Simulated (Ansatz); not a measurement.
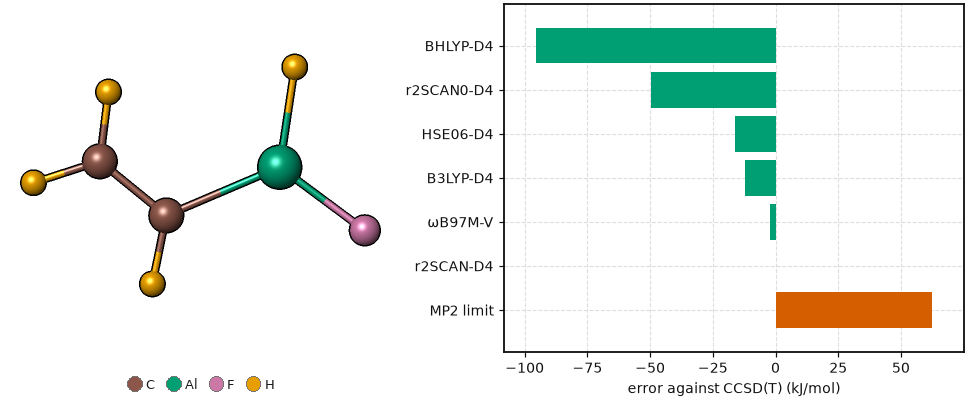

Error in the electronic atomisation energy (method less reference, so positive means overbinding) of C₂H₄AlF, SMILES C=[CH][AlH][F], singlet: functionals in def2-TZVPP against frozen-core CCSD(T) at the limit (MP2 extrapolated from triple and quadruple zeta, plus CCSD(T) less MP2 in a smaller set), which gives 3095.8 kJ/mol, at a PBE0-D4/def2-TZVP geometry (a minimum by its frequencies), no zero-point or spin-orbit term, the Ansatz code 0.2.0. The reference leaves out core correlation, a term that grows with the number of heavy atoms. Limit means the basis limit.

### Which of these levels overbind, and which underbind?

Overbind: MP2 limit. Underbind: BHLYP-D4 and r2SCAN0-D4. Within 20 kJ/mol of zero, too close to call in view of what the reference leaves out: HSE06-D4, B3LYP-D4, ωB97M-V and r2SCAN-D4.

### Give the values.

| level | kJ/mol |
| --- | --- |
| BHLYP-D4 | −95.5 |
| r2SCAN0-D4 | −49.8 |
| HSE06-D4 | −16.2 |
| B3LYP-D4 | −12.1 |
| ωB97M-V | −2.3 |
| r2SCAN-D4 | 0.0 |
| MP2 limit | 62.3 |

Caveats, for all or some of the runs: one conformer of a flexible molecule.
